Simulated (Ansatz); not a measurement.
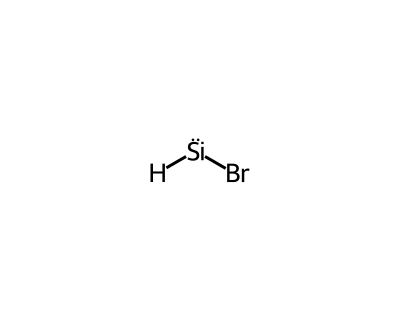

2D structure.

> Transcribe the drawing into SMILES.

[SiH]Br

> Give the formula, hydrogens included.

BrHSi.

More results for the same structure follow; atom numbers are the same in all pictures, views and colours differ. The computed structure is the end point of a PBE0-D4/def2-TZVP optimisation.

**Shape**

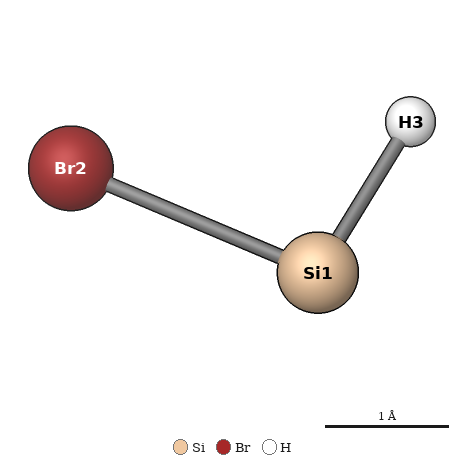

> How are the neighbours of atom 1 arranged?

Si1 has 2 neighbours (Br2 at 2.24, H3 at 1.53 Å); the arrangement is bent.

**Vibrations**

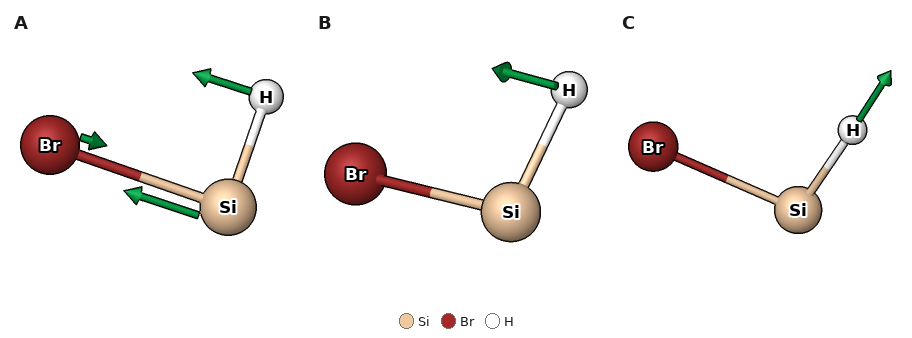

3 normal modes of one molecule or complex, as arrows. Harmonic vibrations computed with RKS PBE0-D4/def2-TZVP (Ansatz 0.2.0) at a stationary point of the same level.

> Match the panels to the wavenumbers 412 cm⁻¹, 778 cm⁻¹, 2031 cm⁻¹.

A: 412 cm⁻¹, Br–Si stretching
B: 778 cm⁻¹, Br–Si–H bending
C: 2031 cm⁻¹, Si–H stretching

**Dipole moment**

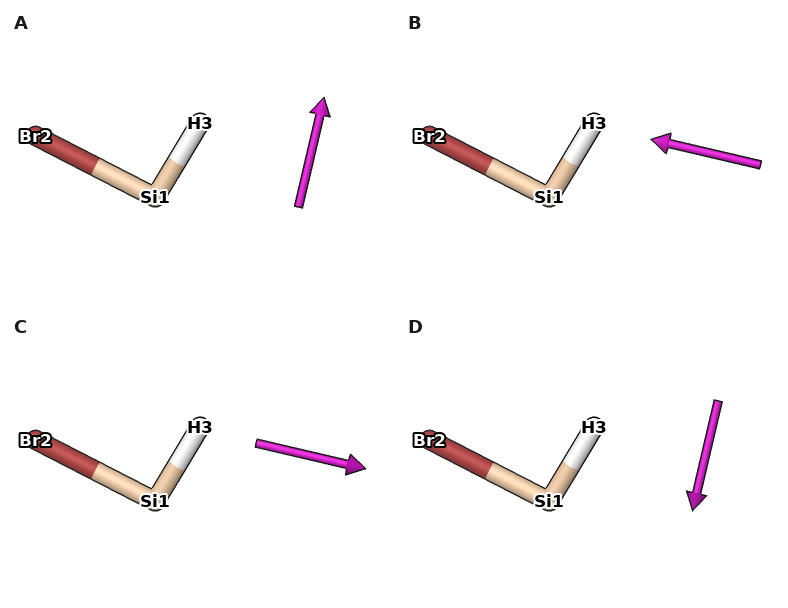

The same molecule four times, each with an arrow. Properties computed with RKS PBE0-D4/def2-TZVP (Ansatz 0.2.0).

> Which arrow points along the dipole moment, from the negative to the positive end?

C. The dipole moment is 1.02 D; it points from the side of Br2 to the side of H3 (the outermost atoms at the two ends).

**Charges**

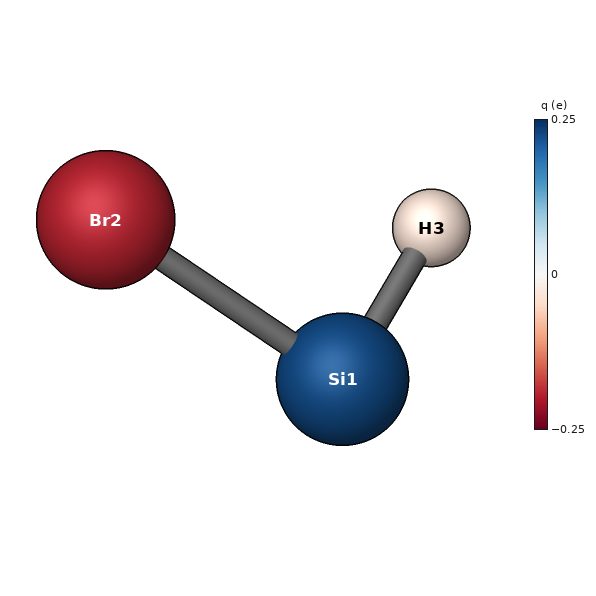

Atoms are coloured by their Mulliken charges. Properties computed with RKS ωB97M-V/def2-TZVPP (Ansatz 0.2.0).

List the Mulliken charges.

| atom | value (e) |
| --- | --- |
| Si1 | 0.22 |
| Br2 | −0.19 |
| H3 | −0.03 |

**Levels of theory compared**

Program: Ansatz 0.2.0.

Compare HOMO energy (eV), vertical IP (eV) at these levels: B3LYP-D4/def2-TZVPP; PBE-D4/def2-TZVPP; PBE0-D4/def2-TZVPP; r2SCAN-D4/def2-TZVPP; ωB97M-V/def2-TZVPP; ωB97X-V/def2-TZVPP.

| level | HOMO energy (eV) | vertical IP (eV) |
| --- | --- | --- |
| B3LYP-D4/def2-TZVPP | −6.79 | 9.26 |
| PBE-D4/def2-TZVPP | −5.88 | 9.05 |
| PBE0-D4/def2-TZVPP | −6.98 | 9.21 |
| r2SCAN-D4/def2-TZVPP | −6.11 | 9.10 |
| ωB97M-V/def2-TZVPP | −9.04 | 9.35 |
| ωB97X-V/def2-TZVPP | −9.21 | 9.36 |

Mulliken values depend strongly on the basis set and can even reverse the polarity of a bond.
